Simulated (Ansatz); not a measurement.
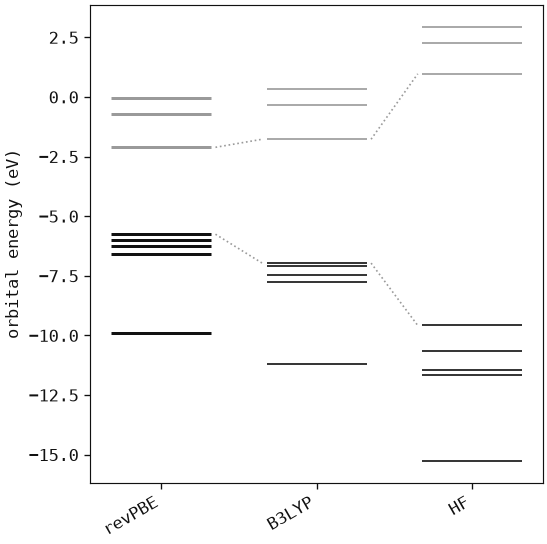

Frontier orbital energies of CH₅NOSn, SMILES C[O][Sn][NH2], singlet at one geometry, def2-TZVPP, the Ansatz code 0.2.0, at a PBE0-D4/def2-TZVP geometry (a minimum by its frequencies). Empty levels are grey, levels within 0.1 eV stand side by side; all columns show the same few orbitals around the gap. Dotted lines join the HOMOs and the LUMOs.

> Compare the HOMO-LUMO separations.

The separation grows from 3.65 eV (revPBE) to 10.55 eV (HF).

```csv
level,HOMO (eV),LUMO (eV),separation (eV)
revPBE,−5.76,−2.11,3.65
B3LYP,−6.97,−1.77,5.19
HF,−9.58,0.97,10.55
```

Caveats, for all or some of the runs: core potentials past krypton; empty levels above zero depend strongly on the basis; one conformer of a flexible molecule; spin-orbit coupling is left out, and with Sn it can shift these levels and split any degenerate set.
